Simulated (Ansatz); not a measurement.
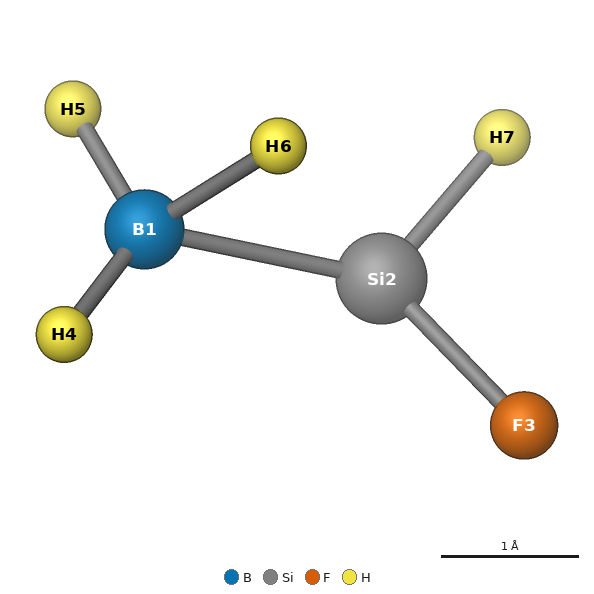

Orthographic view. Distant atoms are faded towards the background colour. Computed geometry: PBE-D4/def2-SVP optimisation. No frequency run is at hand to confirm it as a minimum.

Write a Z-matrix (Å, degrees) in the order of the atom numbers, with these reference atoms: 2 to 1; 3 to 2, 1; 4 to 1, 2, 3; 5 to 1, 4, 2; 6 to 1, 4, 5; 7 to 2, 3, 6.

```
B  
Si   1   1.889
F    2   1.636   1   125.4
H    1   1.210   2   122.0   3   -19.2
H    1   1.217   4   125.0   2   161.0
H    1   1.341   4   110.2   5   126.0
H    2   1.507   3   104.3   6   107.2
```
